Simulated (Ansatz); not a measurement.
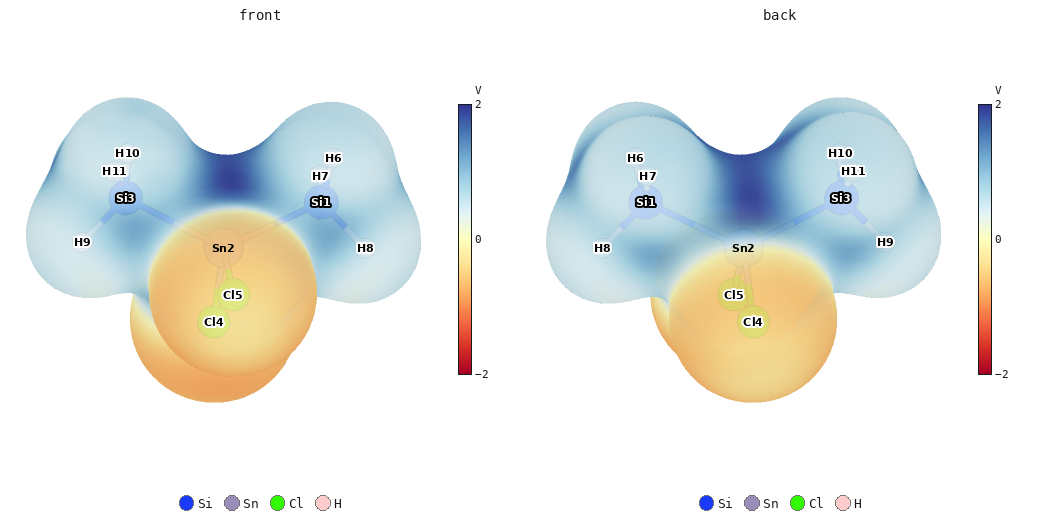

Cl2H6Si2Sn. The molecular electrostatic potential painted on the density surface at 0.002 e/bohr³, seen from the front and from behind; the colour scale runs from red (negative) to blue (positive).

Geometry: PBE0-D4/def2-TZVP; core potentials replace the inner electrons of Sn.

The calculation used Ansatz 0.2.0, RKS PBE0-D4/def2-TZVPP.

```xyz
11

Si   -2.2711    0.4104    0.4004
Sn    0.1145    0.3734   -0.5502
Si    2.1367   -0.9310    0.3471
Cl   -0.1095   -0.2744   -2.7932
Cl    0.7958    2.6162   -0.6324
H    -2.2189    0.9193    1.7939
H    -2.8110   -0.9722    0.3822
H    -3.0841    1.3050   -0.4573
H     3.2925   -0.6303   -0.5307
H     2.4040   -0.4933    1.7401
H     1.8166   -2.3802    0.3205
```

**Which sites attract a positive test charge, and which a negative one?**

A positive charge is drawn to the negative regions and a negative charge to the positive ones. The most negative region (about −0.8 V) lies over Cl4 and Cl5, the most positive (about +1.9 V) over Sn2.
